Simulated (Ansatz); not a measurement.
H$_{4}$OSi$_{2}$ (SMILES O=[SiH][SiH3])

```xyz
7

O    -1.0372   -0.5597    3.4807
Si    0.0016    0.4524    2.9694
Si    0.1834    1.1146    0.7182
H     0.9976    1.1081    3.8824
H     1.5598    0.7857    0.2352
H    -0.0107    2.5953    0.6410
H    -0.8457    0.4027   -0.0894
```

Geometry: PBE0-D3(BJ)/def2-SVP.

Level of theory: isolated molecule in a Gaussian basis; Kohn-Sham density functional theory, functional PBE0 in Ansatz 0.2.0.

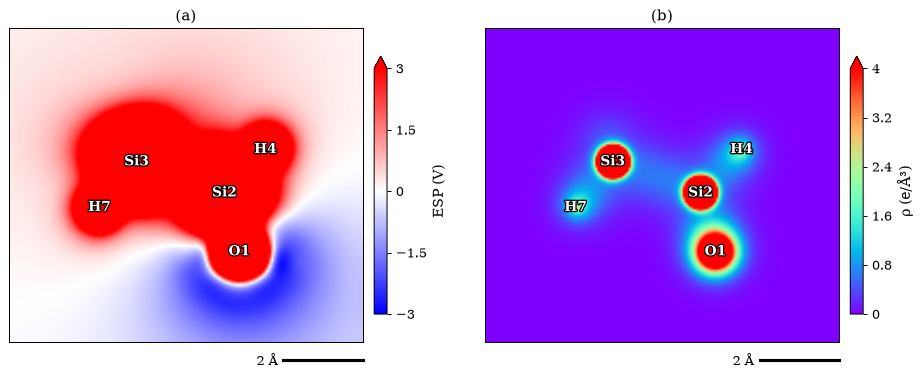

Figure 1. (a) electrostatic potential; (b) electron density on the plane of atoms O1, Si2 and H4.

**What do the fields say about this system?**

The section cuts through O, Si and H sites.
Si–O (1.54 Å): the density is about 1.5 e/Å³ at the midpoint.
Si–Si (2.35 Å): ρ is about 0.63 e/Å³ halfway.
Si–H (1.49 Å): ρ is about 0.81 e/Å³ halfway.
Outside the dense part of the molecule the potential is most negative (−2.8 V) near O1.

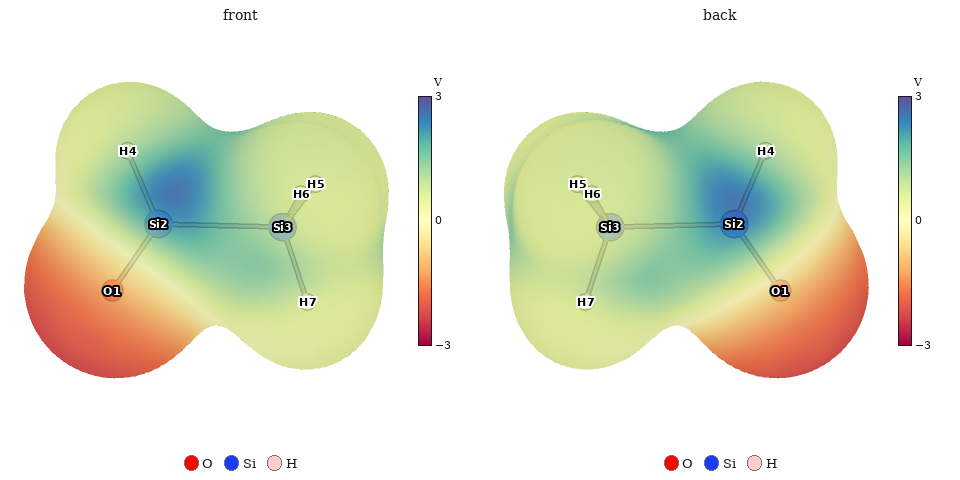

Figure 2. The electrostatic potential painted on the density surface at 0.002 e/bohr³, seen from the front and from behind; red is negative and blue positive.

**Where is the surface potential most negative and most positive?**

The most negative region (about −2.2 V) lies over O1, the most positive (about +2.6 V) over Si2. O1 is the likeliest acceptor of a hydrogen bond.

**What dipole moment does the calculation give?**

Its dipole moment is 4.05 D.

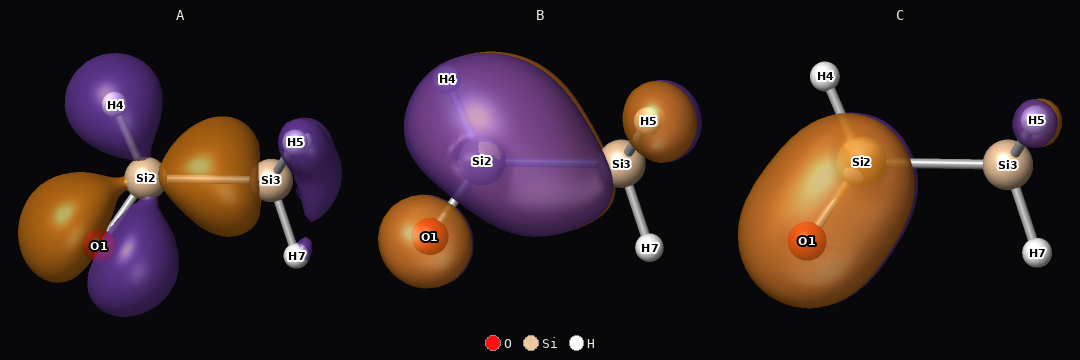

Figure 3. Three frontier orbitals at ±0.08 Å⁻³ᐟ² (orange and purple are the two phases), in no order.

**Order the three orbitals by energy and name them.**

C is the HOMO−1 (−8.94 eV). By Hirshfeld shares it lies mainly on O1 (about 70 %) and Si2 (about 25 %). A is the HOMO (−7.78 eV). Its weight (Hirshfeld) is mainly on O1 (about 55 %), Si2 (about 20 %), Si3 (about 15 %) and H4 (about 10 %). B is the LUMO (−2.53 eV). Its weight (Hirshfeld) is mainly on Si2 (about 60 %), O1 (about 15 %) and Si3 (about 15 %).

**What is the HOMO–LUMO gap?**

5.25 eV between the orbital energies.

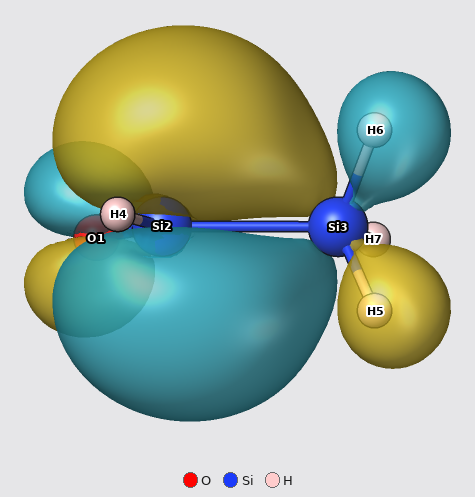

Figure 4. The LUMO at ±0.06 Å⁻³ᐟ² (yellow and cyan are the two phases), seen from one side.

**What is the character of this orbital?**

By Hirshfeld shares it lies mainly on Si2 (about 60 %), O1 (about 15 %) and Si3 (about 15 %). Its energy is −2.53 eV.
